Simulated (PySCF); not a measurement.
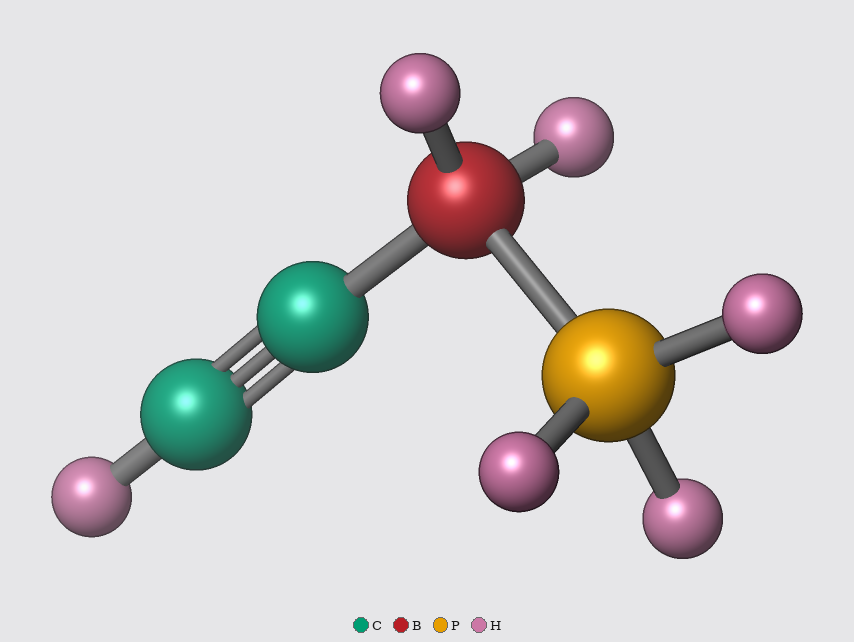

Describe the molecule.

It has 10 atoms: 2 carbon, 6 hydrogen, 1 boron and 1 phosphorus (C2H6BP). As SMILES it reads `C#C[BH2-][PH3+]`. It has no ring. Among its groups: alkyne, B–H bond. The point group is Cs. Coordination: 2 C linear; 1 B tetrahedral; 1 P tetrahedral.

The parts below concern this one geometry. Atoms keep their numbers from picture to picture. The geometry was computed by an optimisation with PBE0-D3(BJ)/def2-SVP. No frequency run is at hand to confirm it as a minimum.

### Geometry

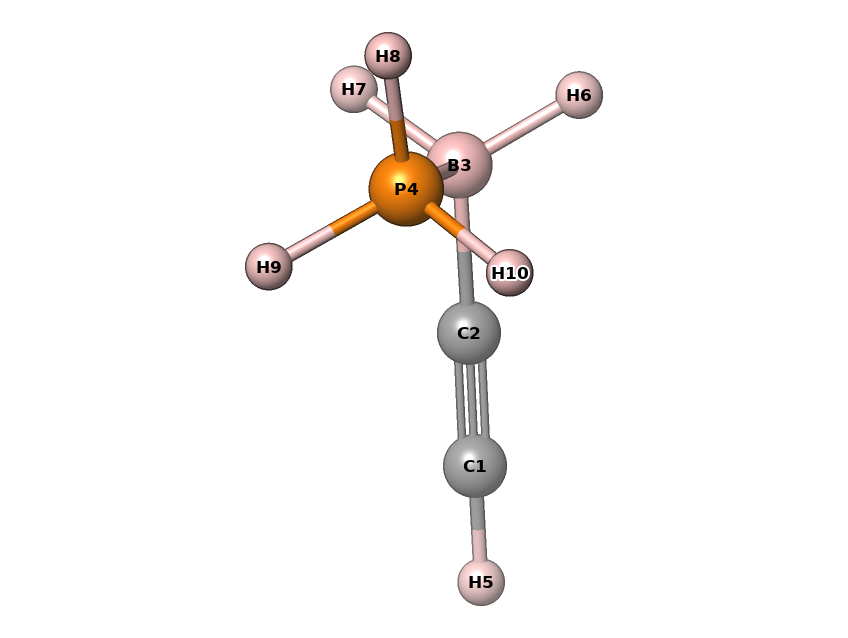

B3 lies behind P4. The molecule seen a little off the P4–B3 bond, P4 in front. Atoms fade into the background with distance from the viewer. No frequency run is at hand to confirm it as a minimum.

What is the torsion angle H8–P4–B3–C2? The sign is positive where the front bond must turn clockwise to cover the back bond.

Answer. 180°, antiperiplanar (anti). The bonds about P4–B3 are staggered.

### Excitation

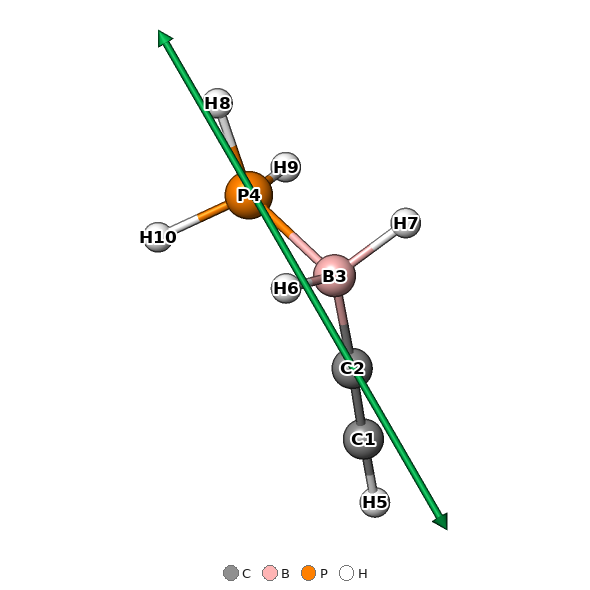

The double arrow shows the direction of the transition dipole to excited singlet state 2 (its length means nothing). No frequency run is at hand to confirm it as a minimum. Properties computed with TDDFT CAM-B3LYP/def2-SVPD, vertical, IEF-PCM tetrahydrofuran (non-equilibrium linear response), core orbitals frozen in the response (PySCF 2.14.0).

How is the transition polarised?

Answer. Close to the long direction C1···P4.

Give its energy, strength and character.

Answer. 6.38 eV (194 nm), oscillator strength 0.033, of mixed character, with the largest part HOMO−1 → LUMO+1 (weight 0.34); transition dipole 1.16 D.

### NMR shielding

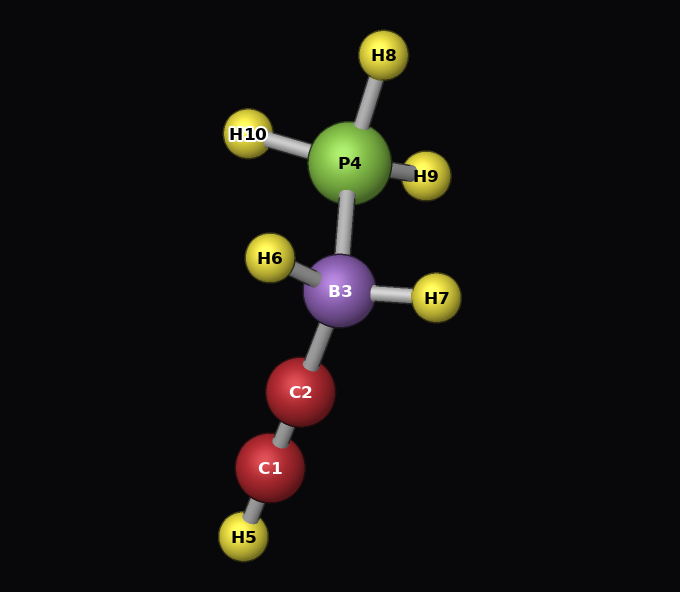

The questions are on isotropic NMR shieldings of the H atoms. No frequency run is at hand to confirm it as a minimum. Level of theory: GIAO PBE0/pcSseg-1 NMR shielding, non-relativistic, IEF-PCM water (PySCF 2.14.0).

List the isotropic NMR shieldings of the H atoms.

```tsv
atom	σ (ppm)
H5	29.04
H6	29.73
H7	29.72
H8	26.55
H9	26.70
H10	26.70
```

### Quadrupole coupling

No frequency run is at hand to confirm it as a minimum. Electric field gradients from the ground-state density, PBE0/pcSseg-1 in tetrahydrofuran (IEF-PCM) (PySCF 2.14.0), non-relativistic apart from any core potentials.

Give the largest field-gradient component, the quadrupole coupling constant and the asymmetry for 11B at B3 (Q = 40.59 mb), 2H at H5 (Q = 2.86 mb), 2H at H6 (Q = 2.86 mb).

| atom | V_zz (a.u.) | e²qQ/h (MHz) | η |
| --- | --- | --- | --- |
| B3 | 0.184 | 1.75 | 0.32 |
| H5 | 0.342 | 0.230 | 0.01 |
| H6 | 0.197 | 0.133 | 0.07 |

### Charges

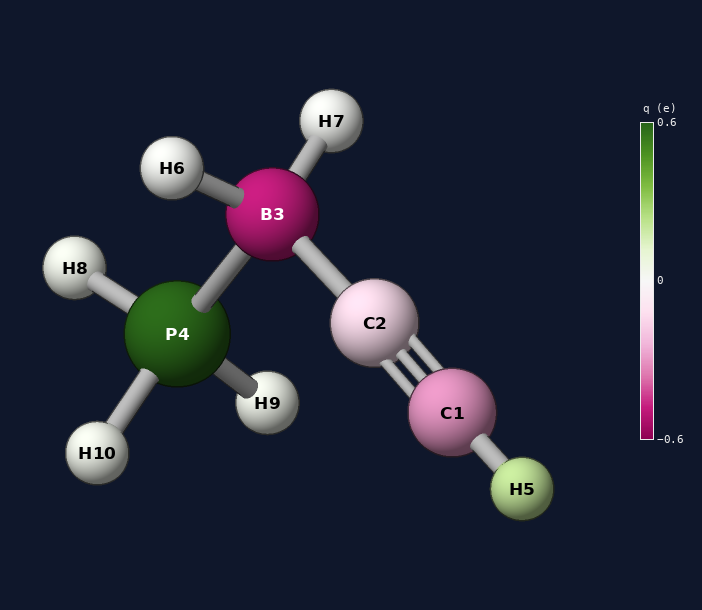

Atoms are coloured by their IAO charges. No frequency run is at hand to confirm it as a minimum. Method: PBE0/pcSseg-1 in tetrahydrofuran (IEF-PCM) (PySCF 2.14.0).

List the IAO charges.

| atom | value (e) |
| --- | --- |
| C1 | −0.30 |
| C2 | −0.13 |
| B3 | −0.48 |
| P4 | 0.58 |
| H5 | 0.20 |
| H6 | 0.01 |
| H7 | 0.01 |
| H8 | 0.03 |
| H9 | 0.03 |
| H10 | 0.03 |
